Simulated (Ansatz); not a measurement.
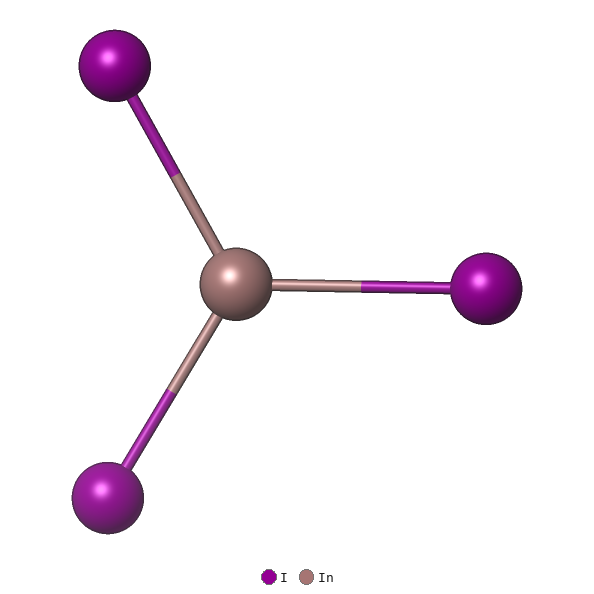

All atoms lie in one plane, which faces the viewer. Computed geometry: PBE0-D4/def2-TZVP optimisation.

List the symmetry elements and name the point group.

It has 1 C3 axis, 3 C2 axes, 1 S3 axis and 4 mirror planes, so the point group is D3h. The group has 12 operations. The geometry is achiral, and symmetry forbids a dipole moment.
